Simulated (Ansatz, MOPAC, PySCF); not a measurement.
CH4 (SMILES C) and CH2F2 (SMILES FCF) are pulled apart as rigid monomers along the line of their centres of mass, from the B3LYP-D3(BJ)/def2-TZVP minimum. Starting geometry (charge 0, multiplicity 1):
```xyz
10

C     -0.02522    -0.03456    -0.24428
H      0.30674     0.85722     0.28551
H     -1.10735    -0.00544    -0.37182
H      0.44892    -0.07180    -1.22399
H      0.25412    -0.91840     0.32751
F      0.30188     1.14060     3.15658
C     -0.51113     0.05673     3.29864
F      0.24905    -1.06968     3.20194
H     -1.23919     0.05747     2.48687
H     -0.96388     0.08790     4.29101
```

Interaction energies with rigid monomers; basis-set methods are counterpoise corrected unless marked otherwise.

Rows in 6-31G* carry no dispersion term and start afresh at each structure (6-31G* with six Cartesian d functions). MP2/6-31G* freezes PySCF's default core. The state that PM6 reach isn't checked.

Programs: Ansatz (Gaussian basis) for Hartree–Fock, density functionals and correlated methods; MOPAC for PM6 (differences of heats of formation); PySCF for 6-31G* rows, the dispersion terms. Values without a source in brackets are computed.

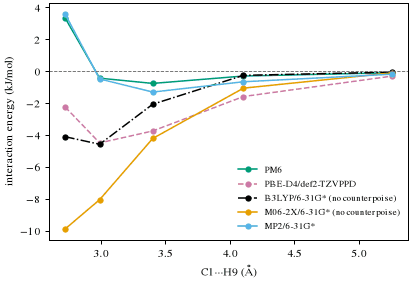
Figure. Interaction energy against separation

Which level binds most strongly at C1···H9 = 2.99, and by how much?

M06-2X/6-31G* (no counterpoise), -8 kJ/mol.

Ansatz is a first-principles code.
